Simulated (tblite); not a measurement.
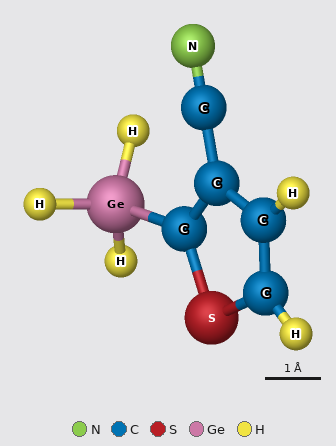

Figure 1. The starting structure (ball-and-stick view, seen at a tilt). Sticks mark near contacts. Bond lengths as drawn: C–C 1.35 to 1.42 Å, C–Ge 1.94 Å, C–H 1.07 to 1.08 Å, C–N 1.15 Å, C–S 1.72 Å and Ge–H 1.49 Å.

C₅H₅GeNS: molecular dynamics

System: C₅H₅GeNS, SMILES N#Cc1ccs[c]1[GeH3].
Method: GFN2-xTB Langevin dynamics, gas phase (tblite 0.8.0).

## The input
```
{"job": {"kind": "md", "xc": "GFN2-xTB", "basis": "xTB", "temperature": 600, "steps": 2000, "every": 50}, "charge": 0, "multiplicity": 1}
N     -0.748722     2.939065     0.321410
C     -0.201208     1.936508     0.215404
C      0.459729     0.702983     0.082655
C      1.870852     0.537397     0.099555
C      2.227952    -0.760256    -0.050813
S      0.866175    -1.797242    -0.216142
C     -0.230071    -0.477094    -0.081845
Ge    -2.148957    -0.752776    -0.126955
H      2.563364     1.351477     0.218715
H      3.214555    -1.178117    -0.077280
H     -2.660865    -0.908107     1.265676
H     -2.803657     0.412132    -0.778522
H     -2.413536    -2.005483    -0.889584
```

The first line tells a small driver script what to run in tblite; the rest is the geometry in Å.

Hardware: 1 CPU thread, shared host.

Launched with:
```bash
OMP_NUM_THREADS=1 python <driver script> task.json out
```

## The program's output
```
t/fs     T/K      E/eV
    0.0   500.1   -578.98746
   25.0   473.2   -578.60413
   50.0   577.3   -578.28785
   75.0   378.7   -578.32082
  100.0   459.7   -578.42810
  125.0   384.8   -578.32814
  150.0   432.5   -578.36064
  175.0   540.9   -578.13211
  200.0   672.8   -578.38778
  225.0   567.4   -578.29977
  250.0   522.6   -578.24882
  275.0   594.8   -578.00855
  300.0   633.5   -578.31341
  325.0   472.1   -578.33772
  350.0   543.5   -578.39181
  375.0   557.7   -578.18119
  400.0   522.7   -578.10360
  425.0   639.3   -578.28271
  450.0   410.2   -577.89015
  475.0   574.0   -578.22533
  500.0   513.9   -578.11446
  525.0   446.9   -578.21403
  550.0   431.8   -578.05393
  575.0   539.8   -578.43118
  600.0   485.5   -578.44512
  625.0   371.8   -578.17045
  650.0   605.2   -578.29737
  675.0   638.5   -578.26305
  700.0   559.4   -578.04779
  725.0   529.2   -578.03001
  750.0   578.7   -578.36626
  775.0   666.0   -578.37041
  800.0   434.2   -578.25221
  825.0   460.7   -578.22658
  850.0   596.4   -578.41561
  875.0   602.1   -578.12122
  900.0   485.7   -578.24490
  925.0   517.1   -578.12758
  950.0   421.1   -578.40645
  975.0   450.0   -578.55841
 1000.0   596.2   -578.65529
```

## Trajectory as extended XYZ (Å, eV, eV/Å), 16 of the 41 frames kept, from step=0 to step=40
```
13
Properties=species:S:1:pos:R:3:forces:R:3 step=0 time_fs=0.0 energy=-578.98746 temperature=500.1
N    -0.7487    2.9391    0.3214   -0.0005   0.0013   0.0022
C    -0.2012    1.9365    0.2154    0.0047  -0.0007   0.0003
C     0.4597    0.7030    0.0827   -0.0033   0.0003   0.0017
C     1.8709    0.5374    0.0996   -0.0050  -0.0004  -0.0008
C     2.2280   -0.7603   -0.0508   -0.0005   0.0007   0.0002
S     0.8662   -1.7972   -0.2161   -0.0086  -0.0048   0.0008
C    -0.2301   -0.4771   -0.0818   -0.0013  -0.0010   0.0030
Ge   -2.1490   -0.7528   -0.1270    0.0060   0.0006  -0.0012
H     2.5634    1.3515    0.2187   -0.0033   0.0027  -0.0039
H     3.2146   -1.1781   -0.0773    0.0096   0.0006  -0.0007
H    -2.6609   -0.9081    1.2657   -0.0028   0.0006  -0.0017
H    -2.8037    0.4121   -0.7785    0.0043   0.0003   0.0000
H    -2.4135   -2.0055   -0.8896    0.0008  -0.0002   0.0002
13
Properties=species:S:1:pos:R:3:forces:R:3 step=3 time_fs=75.0 energy=-578.32082 temperature=378.7
N    -0.8225    2.9133    0.4614   -0.8790   1.8173   0.1889
C    -0.3264    1.9298    0.1939    0.3856  -1.8075   0.1320
C     0.3058    0.6820    0.0864   -1.9189  -1.1372  -1.5487
C     1.6997    0.6452    0.1359    1.3493  -0.7658   1.2875
C     2.1471   -0.6479    0.0112    0.1894  -0.9717   0.0755
S     0.8332   -1.7584   -0.2865    0.2538   0.1768  -0.1929
C    -0.3832   -0.5491   -0.2894    1.3055   2.2283   1.5690
Ge   -2.3241   -0.9446   -0.0812    1.3770  -1.1344  -0.2543
H     2.2976    1.4900    0.5595   -0.5296  -0.8793  -0.8951
H     3.1087   -1.2045    0.1234   -0.8509   1.2165  -0.2062
H    -2.6629   -1.1990    1.3931    0.0931   0.0668  -0.6222
H    -2.9847    0.2003   -0.6762   -0.5346   0.5132  -0.1921
H    -2.4082   -2.2219   -0.9866   -0.2408   0.6771   0.6586
13
Properties=species:S:1:pos:R:3:forces:R:3 step=5 time_fs=125.0 energy=-578.32814 temperature=384.8
N    -0.8628    2.8716    0.7800   -0.4609   0.3972  -0.2378
C    -0.4791    1.8706    0.3711    0.1045   0.5501   0.8931
C     0.1968    0.6937    0.1560    0.3359  -2.7843  -1.0889
C     1.6098    0.5424    0.1895    0.4089   0.0411  -1.2042
C     2.1047   -0.6483   -0.2508   -2.7535  -0.2589   0.7747
S     0.7181   -1.7613   -0.4894    1.7547   0.3031  -0.0238
C    -0.4092   -0.5379   -0.2116    1.5661   1.9064   0.6252
Ge   -2.2133   -0.9742   -0.1644   -0.2047  -2.2777   0.4506
H     2.2972    1.3533    0.2210    0.1457   0.6319   0.5739
H     3.0924   -0.9686   -0.1510    0.8703  -0.4975  -0.2725
H    -2.6801   -0.6377    1.1524   -0.5520   0.2221   0.7755
H    -2.8426   -0.3557   -1.2424   -1.2216   1.1085  -1.5272
H    -2.2951   -2.4879   -0.4358    0.0065   0.6579   0.2616
13
Properties=species:S:1:pos:R:3:forces:R:3 step=8 time_fs=200.0 energy=-578.38778 temperature=672.8
N    -1.1529    2.6680    0.7903   -0.4374   0.8729  -0.0165
C    -0.5370    1.7567    0.4907    0.1414  -1.0632   0.4820
C     0.1745    0.5522    0.2828   -0.9022   1.1696   0.0353
C     1.5693    0.5707    0.2362    0.5733  -3.0049  -1.3118
C     2.0436   -0.6591   -0.2570   -0.8736   1.6824   0.9345
S     0.7740   -1.8404   -0.4165   -0.1509   1.4114  -0.0244
C    -0.4534   -0.6102   -0.0272   -0.2293  -1.6768  -0.5205
Ge   -2.4034   -1.0565   -0.1800    0.5588  -1.4152  -1.5724
H     2.1240    1.3997    0.5515    0.7717   0.7301  -0.0105
H     3.0559   -0.8164   -0.5635    0.0494  -0.4442   0.2152
H    -3.1303   -0.7024    1.0024   -0.5569   0.6320   0.9081
H    -3.0798   -0.6070   -1.5217    0.5130   0.0488   0.8272
H    -2.6597   -2.6432   -0.2575    0.5428   1.0571   0.0537
13
Properties=species:S:1:pos:R:3:forces:R:3 step=11 time_fs=275.0 energy=-578.00855 temperature=594.8
N    -1.6396    2.2338    0.9274    2.0447  -1.8735  -1.0968
C    -0.8535    1.4306    0.5778   -2.6994   2.5026   1.5857
C    -0.0515    0.3489    0.3161    0.6858  -2.5784  -0.3439
C     1.4024    0.2936    0.4452   -2.0978   0.4308   0.7861
C     1.8612   -0.9156    0.0835    1.8339   1.0573   0.1607
S     0.7144   -1.9750   -0.4121   -2.6178  -1.6015  -0.6404
C    -0.6749   -0.9103   -0.0698    4.2259   2.6374   0.8617
Ge   -2.4942   -1.2160   -0.3486   -0.1177  -0.5277  -2.0266
H     2.0030    0.9228    1.0788   -0.1658   0.6372  -0.5656
H     2.9232   -1.0777    0.0238   -0.0692  -0.5994   0.0326
H    -3.4817   -1.1663    0.6931   -0.3536  -0.0141   0.7028
H    -2.8258   -0.3527   -1.5154   -0.2625   0.4593   0.1878
H    -2.3362   -2.4672   -1.1413   -0.4064  -0.5301   0.3559
13
Properties=species:S:1:pos:R:3:forces:R:3 step=13 time_fs=325.0 energy=-578.33772 temperature=472.1
N    -1.6545    2.1805    1.1714   -1.9103   2.4839   1.3122
C    -1.0069    1.3670    0.7513    2.1831  -3.1510  -2.1644
C    -0.2004    0.2913    0.2414   -1.1821  -0.2236   1.1208
C     1.1484    0.2196    0.6387   -0.1498  -1.9071  -1.0084
C     1.7114   -1.0234    0.3963   -0.4954   1.2747   0.7711
S     0.4967   -2.0877   -0.1975    0.8861  -1.1118  -0.1850
C    -0.7122   -0.9387   -0.1404   -1.8693   1.1962  -0.2424
Ge   -2.6437   -1.3969   -0.5220    0.8402  -0.0729   0.3172
H     1.4285    1.1083    1.0771    1.7300   1.1965   0.7983
H     2.6727   -1.4109    0.7136   -0.3297   0.2480  -0.3692
H    -3.4758   -1.7240    0.7098    0.2643   0.4905  -0.2593
H    -3.2706   -0.4694   -1.5208    0.0510  -0.0319   0.2997
H    -2.4839   -2.7318   -1.1247   -0.0181  -0.3917  -0.3906
13
Properties=species:S:1:pos:R:3:forces:R:3 step=16 time_fs=400.0 energy=-578.10360 temperature=522.7
N    -1.7844    2.2516    1.1829   -2.3046   4.3563   1.2019
C    -1.3215    1.2869    0.8815    2.2505  -4.4374  -1.2164
C    -0.5658    0.1156    0.6649    1.6742   0.7558   1.0246
C     0.8089    0.0620    1.2158   -2.3893  -1.5358  -1.0219
C     1.2977   -1.1715    1.0185    1.3448  -0.8314  -0.4133
S     0.3107   -2.2297    0.0978    0.2418  -0.0536   0.0765
C    -0.9071   -1.0354    0.0367   -1.0495  -0.4334   0.2101
Ge   -2.6211   -1.5722   -0.7073    0.2952   0.3658  -2.0022
H     1.2899    0.6207    1.9365    0.4324   1.7585   0.7051
H     2.3073   -1.4973    1.2549   -0.3825   0.0225   0.0641
H    -3.7779   -2.4158   -0.3593    0.0615  -0.0907   0.7707
H    -3.1410   -0.3674   -1.4017   -0.3213   0.4259   0.3464
H    -2.1820   -2.2274   -2.0046    0.1466  -0.3024   0.2544
13
Properties=species:S:1:pos:R:3:forces:R:3 step=19 time_fs=475.0 energy=-578.22533 temperature=574.0
N    -1.7678    2.0778    1.1822    1.1281  -2.5026   0.3286
C    -1.2332    1.0354    1.2652   -2.1596   4.3623  -0.0021
C    -0.5247   -0.1213    1.1979    0.3292  -0.5623   0.3111
C     0.7530   -0.3518    1.7995   -1.6787  -1.0341  -1.5052
C     1.2317   -1.5073    1.2989    0.3537   0.3759   0.6037
S     0.2233   -2.2643    0.1962    0.4339  -1.7393  -0.7940
C    -0.9837   -1.1086    0.3562    0.0288   0.7159   0.0985
Ge   -2.5897   -1.6148   -0.6005    0.8767   0.6658  -1.0899
H     1.1675    0.1283    2.6090    0.6939   1.2605   1.0863
H     2.1271   -1.9246    1.6219    1.2178  -0.7894   0.1310
H    -3.0369   -2.6958    0.3288   -0.5320   0.0311  -0.3061
H    -3.3668   -0.3878   -1.1210    0.0323  -0.6972   0.5718
H    -1.8332   -2.1391   -1.8686   -0.7240  -0.0866   0.5662
13
Properties=species:S:1:pos:R:3:forces:R:3 step=21 time_fs=525.0 energy=-578.21403 temperature=446.9
N    -1.5953    2.1132    1.3796   -1.2747   3.0522   0.4420
C    -1.2716    1.0533    1.2017    1.7912  -4.0104  -0.5154
C    -0.5579   -0.1938    1.0473   -1.3061   0.7513   0.9034
C     0.6333   -0.4039    1.8013   -0.5005   0.3217  -0.7242
C     1.2325   -1.5252    1.3139    0.8235   0.4468   1.0257
S     0.3305   -2.4982    0.2163   -0.9047   1.6571   0.5638
C    -0.9671   -1.2581    0.3075    0.0591  -0.9997  -0.9885
Ge   -2.7280   -1.3910   -0.5822    1.7252   0.5260  -2.1917
H     0.8389    0.3119    2.6131    0.6085  -0.7395  -0.7758
H     2.2431   -1.7371    1.5912    0.1512  -0.6847   0.0333
H    -3.7699   -1.7610    0.3328   -0.7723  -0.1554   0.5866
H    -2.7908   -0.0271   -1.3096   -0.3593  -0.4192   0.6093
H    -2.6557   -2.3144   -1.8632   -0.0412   0.2539   1.0314
13
Properties=species:S:1:pos:R:3:forces:R:3 step=24 time_fs=600.0 energy=-578.44512 temperature=485.5
N    -1.9981    1.9335    1.2923   -2.0318   2.8560   0.4452
C    -1.2822    1.0937    1.0956    2.3723  -3.9165  -0.3630
C    -0.5579   -0.1371    0.9594    0.6941  -0.5301  -0.2403
C     0.7399   -0.4485    1.4745    0.6673  -0.6851   0.6183
C     1.1582   -1.7471    1.1868   -0.9223   1.3249   0.6193
S     0.0004   -2.6228    0.2314   -0.1171   1.4670   0.7624
C    -1.0826   -1.2360    0.2938    1.1260   0.3269   0.4960
Ge   -2.7152   -1.3828   -0.5959   -1.5971  -1.0951  -0.8422
H     1.3175    0.2267    2.1504   -0.5509  -0.6550  -0.8522
H     1.9562   -2.2670    1.6906    0.0906   0.1561  -0.4676
H    -3.7606   -2.2549    0.2358    0.6584   0.8426  -0.5793
H    -3.1926   -0.1094   -1.2231   -0.1219  -0.0728   0.3569
H    -2.3026   -2.2537   -1.7628   -0.2678  -0.0192   0.0463
13
Properties=species:S:1:pos:R:3:forces:R:3 step=27 time_fs=675.0 energy=-578.26305 temperature=638.5
N    -2.1714    1.7841    1.4404    3.9219  -3.9220  -1.1808
C    -1.3499    0.9341    1.2101   -4.2519   4.7637   1.4991
C    -0.5309   -0.1540    1.0050   -1.2774  -0.8000  -0.9555
C     0.7932   -0.3739    1.4041    0.9161   0.9411   0.0192
C     1.2021   -1.5883    1.0065    0.4485  -1.2694   0.0411
S    -0.0257   -2.5093    0.2900   -0.8179  -0.7717  -0.8380
C    -1.1374   -1.2286    0.3234   -0.8516   0.6540   0.2989
Ge   -2.9752   -1.3290   -0.6445    1.7471   1.2919   0.5279
H     1.4443    0.4063    1.8051   -0.4013  -0.4468   0.0297
H     2.0512   -2.2353    1.0649    0.7486   0.6839   0.4879
H    -3.4575   -2.6987   -0.6661   -0.3345  -0.5574   0.2243
H    -3.8918   -0.1763   -0.2963    0.1933  -0.5408   0.1668
H    -2.4885   -1.0197   -2.0156   -0.0410  -0.0264  -0.3206
13
Properties=species:S:1:pos:R:3:forces:R:3 step=29 time_fs=725.0 energy=-578.03001 temperature=529.2
N    -1.8139    2.0115    1.5640   -1.3474   3.5320   1.3415
C    -1.4763    1.0404    1.1250    1.2695  -4.3365  -1.5863
C    -0.8337   -0.2005    0.8106   -0.5788   0.1512  -1.7718
C     0.4398   -0.3176    1.3299   -0.2303   0.5334   0.6142
C     1.0800   -1.4187    0.9860    1.2445  -1.9074   0.5485
S     0.1530   -2.4359   -0.0159   -0.7735   0.2869  -0.6672
C    -1.1082   -1.2414   -0.1047   -0.5701   1.0208   1.4306
Ge   -3.0018   -1.1994   -0.5202   -0.2913  -0.1341   1.3294
H     0.7612    0.3682    2.0255    1.0030   1.3303   1.2733
H     1.9324   -1.8050    1.5237    0.1935   0.0116  -0.5755
H    -3.6301   -2.5237   -0.1703   -0.0041   0.2702  -0.1136
H    -3.6013    0.0066    0.2571    0.3120  -0.8623  -0.0544
H    -3.2703   -0.7516   -1.8360   -0.2271   0.1040  -1.7689
13
Properties=species:S:1:pos:R:3:forces:R:3 step=32 time_fs=800.0 energy=-578.25221 temperature=434.2
N    -1.7877    2.0603    1.4284    0.7648  -0.5402   0.6443
C    -1.1417    1.1034    1.4983   -0.9252  -0.2591  -1.1864
C    -0.6113   -0.1592    1.0854   -0.7397   0.6998   0.0896
C     0.6490   -0.6639    1.3913    1.3028  -0.7776  -0.2180
C     0.9872   -1.8127    0.7371    0.4957   0.1116  -0.6005
S    -0.2454   -2.2141   -0.3641   -0.4504  -0.5490  -0.2405
C    -1.2723   -0.9162    0.1275   -0.4213  -0.8337  -0.0530
Ge   -3.1803   -1.2797   -0.3745    1.3704   1.6251  -0.7623
H     1.4074   -0.2315    1.9794    0.2578   0.7282   0.8804
H     1.9460   -2.3467    0.6415   -0.8076   0.5024   0.4313
H    -3.5192   -2.6793   -0.0362   -0.1470   0.0291   0.0455
H    -3.7368   -0.0747    0.2745   -0.6713  -0.1576   0.3669
H    -3.2618   -0.8937   -1.8753   -0.0290  -0.5790   0.6027
13
Properties=species:S:1:pos:R:3:forces:R:3 step=35 time_fs=875.0 energy=-578.12122 temperature=602.1
N    -1.5512    1.9273    1.8731   -0.2490  -1.5931  -0.1164
C    -1.3241    0.8227    1.5844    0.8710   2.2685   0.2266
C    -0.6458   -0.2703    1.0336   -2.7313  -2.1756   0.0719
C     0.6928   -0.6432    1.2143   -1.1922  -0.7713  -1.6701
C     0.9972   -1.7301    0.4476   -1.1979   1.2943   0.7570
S    -0.3333   -2.3749   -0.3583   -0.8279  -0.6946  -0.1394
C    -1.4447   -1.2767    0.3729    2.2280   1.0041   0.2460
Ge   -3.3258   -1.1958    0.0007   -0.6821  -0.8829  -0.3303
H     1.3550   -0.1090    1.7810    1.4172   1.1036   1.0980
H     1.9217   -2.1455    0.3671    2.0706  -1.0813  -0.2919
H    -4.4234   -2.3244    0.2666    1.1237   0.4895  -0.0900
H    -3.6288   -0.1493    0.9598   -0.5498   0.7968   0.1573
H    -3.3347   -0.9823   -1.4833   -0.2802   0.2420   0.0813
13
Properties=species:S:1:pos:R:3:forces:R:3 step=37 time_fs=925.0 energy=-578.12758 temperature=517.1
N    -1.6411    1.8578    1.8721   -0.1733  -0.2604   0.2764
C    -1.2201    0.8260    1.5948    1.5470  -0.3783  -1.0764
C    -0.5394   -0.3061    1.0174   -3.6002  -1.7984  -0.3090
C     0.7667   -0.7892    1.1081    0.1631   1.0299  -0.6465
C     0.9767   -2.0207    0.5243    1.0738   1.5362  -0.0211
S    -0.5057   -2.6308   -0.0900    0.5946  -0.8372  -0.3755
C    -1.4098   -1.2893    0.3679    0.9693   1.8341   1.1622
Ge   -3.3544   -1.1587    0.2016    0.4317  -0.3890   0.0657
H     1.4483    0.0151    1.3536    0.6756  -0.7990   0.3715
H     2.0197   -2.3040    0.2557   -1.4137  -0.4423   0.3613
H    -3.9959   -2.4728    0.6131    0.1538   0.4414  -0.3335
H    -3.5813   -0.1084    1.1626   -0.4730   0.4823   0.8988
H    -3.8366   -0.4875   -1.0319    0.0514  -0.4195  -0.3741
13
Properties=species:S:1:pos:R:3:forces:R:3 step=40 time_fs=1000.0 energy=-578.65529 temperature=596.2
N    -1.3751    1.6294    1.9788   -0.7803   2.1277   0.9880
C    -1.0180    0.6889    1.4661    0.6484  -1.9186  -0.7426
C    -0.5880   -0.5363    0.9291    0.1755   0.7895  -0.1648
C     0.7749   -0.8364    0.7102    0.2679  -2.9303  -0.6635
C     0.9021   -2.1318    0.1976   -0.4443   0.6520   0.4951
S    -0.6552   -2.8549   -0.0998    0.7131   0.1328   0.2331
C    -1.4987   -1.4939    0.5477    0.6548  -0.0347  -0.4697
Ge   -3.4011   -1.4391    0.2540   -0.2726   0.0885  -0.1992
H     1.7031   -0.3560    0.9221   -0.2130   0.7785   0.3111
H     1.8146   -2.7329    0.0984   -0.7027   0.5493  -0.1874
H    -3.6370   -2.8832   -0.1134   -0.2859   0.2180   0.2139
H    -4.0668   -0.8931    1.4926    0.0027  -0.2395  -0.2754
H    -3.8012   -0.5969   -0.9639    0.2364  -0.2132   0.4614
```

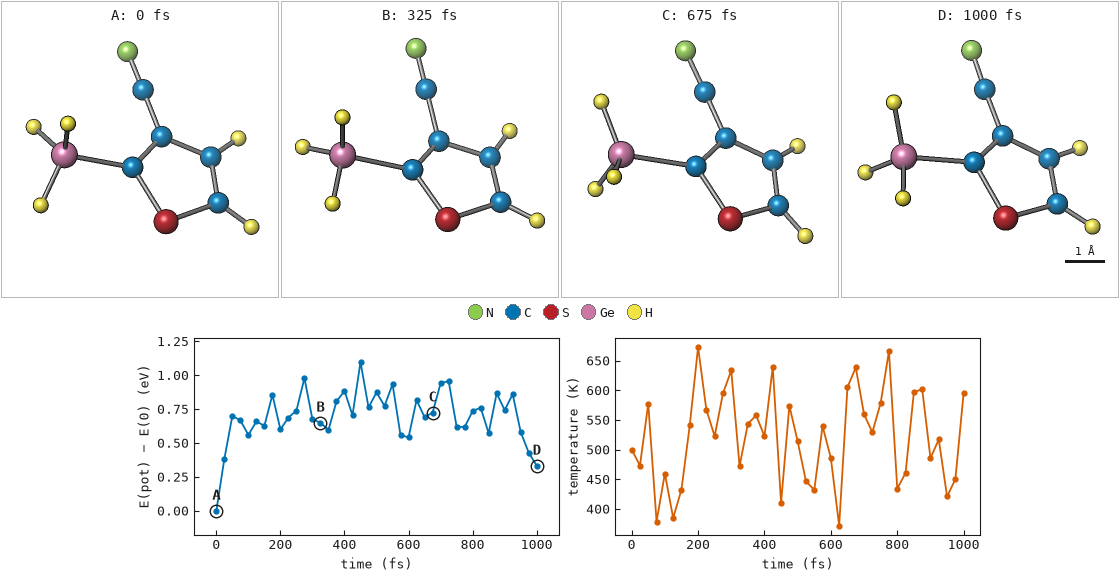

Figure 2. Frames of the molecular dynamics (ball-and-stick, seen at a tilt) above the curves, on which the letters mark them. The trajectory kept here has 41 frames over 1000 fs. The temperature starts at 500 K, ranges from 372 to 673 K and averages 520 K over the second half. The potential energy ends 0.332 eV above its first value. After an unweighted best fit of the last frame on the first, the root-mean-square displacement is 0.80 Å, and H11 has moved furthest (1.61 Å).

## Summary

| quantity | value |
| --- | --- |
| outcome | finished |
| mean temperature over the second half | 520 K |
| trajectory | 41 frames kept, 1000 fs |
| wall time | 10 s |
| peak memory | 0.18 GiB |
